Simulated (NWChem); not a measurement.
## Energy and gradient calculation of SiH₃Cl (part 1 of 2)

SiH₃Cl, SMILES [SiH3]Cl, computed with HF/3-21G, RHF (NWChem 7.3.0).

The geometry comes from this level: PBE0-D4/def2-TZVP.

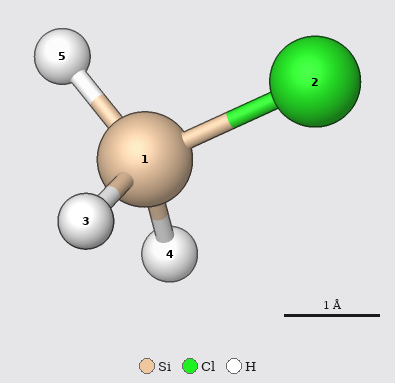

Figure 1. The structure as given in the input (ball-and-stick view, seen at a tilt; atoms are numbered from 1 in the order of the input).

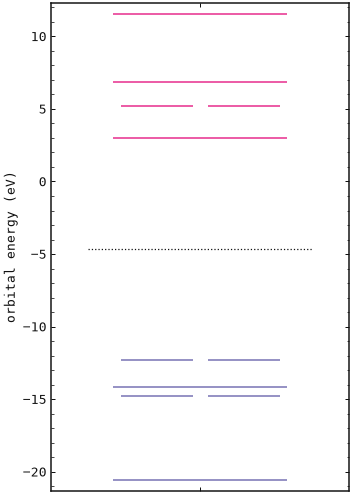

Figure 2. Orbital energies near the frontier; the dotted line parts filled from empty levels, and levels within 0.02 eV of each other stand side by side. Highest filled −12.30 eV, lowest empty 3.00 eV, 15.30 eV apart.

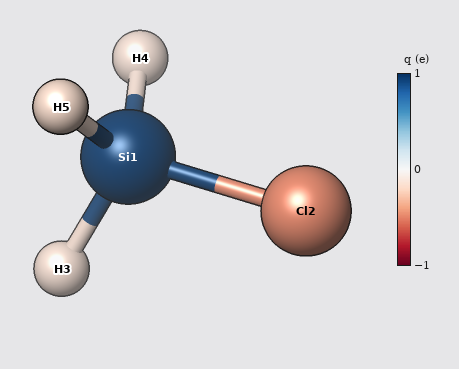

Figure 3. Mulliken charges, as the colour of each atom (ball-and-stick view, seen at a tilt; atoms are numbered from 1 in the order of the input). By element: Si +0.97, Cl −0.48 and H −0.16 e.

The input that produced these results follows, with the program's output.

Input:
```
start sp
memory total 2200 mb
charge 0

geometry noautosym nocenter noautoz
  Si    -0.112000     0.018600    -0.030900
  Cl     1.838300    -0.513500     0.329900
  H     -0.950900    -0.488300     1.079100
  H     -0.534700    -0.585700    -1.314900
  H     -0.190800     1.495400    -0.104700
end

basis "ao basis" spherical bse
  * library 3-21G
end

scf
  thresh 1e-08
  maxiter 80
end

task scf gradient
```

Run as:
```bash
nwchem sp.nw > sp.out
```

Log:
```
Northwest Computational Chemistry Package (NWChem) 7.3.0
             --------------------------------------------------------

           Job information
           ---------------

    nwchem branch   = 7.3.0
    use scalapack   = T
    input           = sp.nw
    prefix          = sp.
    data base       = ./sp.db
    status          = startup
    nproc           =        1

           Memory information
           ------------------

    heap     =     72089598 doubles =      550.0 Mbytes
    stack    =     72089595 doubles =      550.0 Mbytes
    global   =    144179200 doubles =     1100.0 Mbytes (distinct from heap & stack)
    total    =    288358393 doubles =     2200.0 Mbytes
    verify   = yes
    hardfail = no

           Directory information
           ---------------------

  0 permanent = .
  0 scratch   = .

                                NWChem Input Module
                                -------------------

 Scaling coordinates for geometry "geometry" by  1.889725989
 (inverse scale =  0.529177249)

                             Geometry "geometry" -> ""
                             -------------------------

 Output coordinates in angstroms (scale by  1.889725989 to convert to a.u.)

  No.       Tag          Charge          X              Y              Z
 ---- ---------------- ---------- -------------- -------------- --------------
    1 Si                  14.0000    -0.11200000     0.01860000    -0.03090000
    2 Cl                  17.0000     1.83830000    -0.51350000     0.32990000
    3 H                    1.0000    -0.95090000    -0.48830000     1.07910000
    4 H                    1.0000    -0.53470000    -0.58570000    -1.31490000
    5 H                    1.0000    -0.19080000     1.49540000    -0.10470000

      Atomic Mass
      -----------

      Si                27.976930
      Cl                34.968850
      H                  1.007825

 Effective nuclear repulsion energy (a.u.)      86.3372244702

            Nuclear Dipole moment (a.u.)
            ----------------------------
        X                 Y               Z
 ---------------- ---------------- ----------------
    52.9249888444   -15.2079478383     9.1372031000

            XYZ format geometry
            -------------------
     5
 geometry
 Si                   -0.11200000     0.01860000    -0.03090000
 Cl                    1.83830000    -0.51350000     0.32990000
 H                    -0.95090000    -0.48830000     1.07910000
 H                    -0.53470000    -0.58570000    -1.31490000
 H                    -0.19080000     1.49540000    -0.10470000

 ==============================================================================
                                internuclear distances
 ------------------------------------------------------------------------------
       center one      |      center two      | atomic units |  angstroms
 ------------------------------------------------------------------------------
    2 Cl               |   1 Si               |     3.88061  |     2.05353
    3 H                |   1 Si               |     2.79833  |     1.48081
    4 H                |   1 Si               |     2.79814  |     1.48071
    5 H                |   1 Si               |     2.79819  |     1.48074
 ------------------------------------------------------------------------------
                         number of included internuclear distances:          4
 ==============================================================================

 ==============================================================================
                                 internuclear angles
 ------------------------------------------------------------------------------
        center 1       |       center 2       |       center 3       |  degrees
 ------------------------------------------------------------------------------
    2 Cl               |   1 Si               |   3 H                |   108.52
    2 Cl               |   1 Si               |   4 H                |   108.53
    2 Cl               |   1 Si               |   5 H                |   108.53
    3 H                |   1 Si               |   4 H                |   110.40
    3 H                |   1 Si               |   5 H                |   110.40
    4 H                |   1 Si               |   5 H                |   110.40
 ------------------------------------------------------------------------------
                            number of included internuclear angles:          6
 ==============================================================================

 Summary of "ao basis" -> "" (spherical)
 ------------------------------------------------------------------------------
       Tag                 Description            Shells   Functions and Types
 ---------------- ------------------------------  ------  ---------------------
 *                           3-21G                    on all atoms

                      Basis "ao basis" -> "ao basis" (spherical)
                      -----
  [basis functions not shown]

 Summary of "ao basis" -> "ao basis" (spherical)
 ------------------------------------------------------------------------------
       Tag                 Description            Shells   Functions and Types
 ---------------- ------------------------------  ------  ---------------------
 Si                          3-21G                   7       13   4s3p
 Cl                          3-21G                   7       13   4s3p
 H                           3-21G                   2        2   2s

                                 NWChem SCF Module
                                 -----------------

  ao basis        = "ao basis"
  functions       =    32
  atoms           =     5
  closed shells   =    17
  open shells     =     0
  charge          =   0.00
  wavefunction    = RHF
  input vectors   = atomic
  output vectors  = ./sp.movecs
  use symmetry    = F
  symmetry adapt  = F

 Summary of "ao basis" -> "ao basis" (spherical)
 ------------------------------------------------------------------------------
       Tag                 Description            Shells   Functions and Types
 ---------------- ------------------------------  ------  ---------------------
 Si                          3-21G                   7       13   4s3p
 Cl                          3-21G                   7       13   4s3p
 H                           3-21G                   2        2   2s

 Forming initial guess at       0.0s

      Superposition of Atomic Density Guess
      -------------------------------------

 Sum of atomic energies:        -746.10606925

      Non-variational initial energy
      ------------------------------

 Total energy =    -746.532599
 1-e energy   =   -1204.933636
 2-e energy   =     372.063812
 HOMO         =      -0.384005
 LUMO         =       0.065425

 Starting SCF solution at       0.1s

 ----------------------------------------------
         Quadratically convergent ROHF

 Convergence threshold     :          1.000E-08
 Maximum no. of iterations :           80
 Final Fock-matrix accuracy:          1.000E-10
 ----------------------------------------------

              iter       energy          gnorm     gmax       time
             ----- ------------------- --------- --------- --------
                 1     -746.4319705347  4.20D-01  1.85D-01      0.1
                 2     -746.4509519355  1.20D-01  4.93D-02      0.1
                 3     -746.4522073617  4.11D-03  1.17D-03      0.2
                 4     -746.4522091984  8.15D-06  3.00D-06      0.4
                 5     -746.4522091985  3.52D-10  1.40D-10      0.5

       Final RHF  results
       ------------------

         Total SCF energy =   -746.452209198456
      One-electron energy =  -1205.301814868338
      Two-electron energy =    372.512381199633
 Nuclear repulsion energy =     86.337224470250

        Time for solution =      0.5s

             Final eigenvalues
             -----------------

              1
    1 -104.0974
    2  -68.3528
    3  -10.4938
    4   -7.9571
    5   -7.9530
    6   -7.9530
    7   -6.1675
    8   -4.2640
    9   -4.2619
   10   -4.2619
   11   -1.1115
   12   -0.7550
   13   -0.5430
   14   -0.5430
   15   -0.5197
   16   -0.4519
   17   -0.4519
   18    0.1103
   19    0.1899
   20    0.1900
   21    0.2527
   22    0.4229
   23    0.4472
   24    0.4472
   25    0.4789
   26    0.7829
   27    0.8370

                       ROHF Final Molecular Orbital Analysis
                       -------------------------------------

 Vector    8  Occ=2.000000D+00  E=-4.264033D+00
              MO Center= -1.1D-01,  1.9D-02, -3.1D-02, r^2= 1.0D-01
   Bfn.  Coefficient  Atom+Function         Bfn.  Coefficient  Atom+Function
  ----- ------------  ---------------      ----- ------------  ---------------
     3      0.924762  1 Si px                 4     -0.252326  1 Si py
     5      0.171162  1 Si pz
```
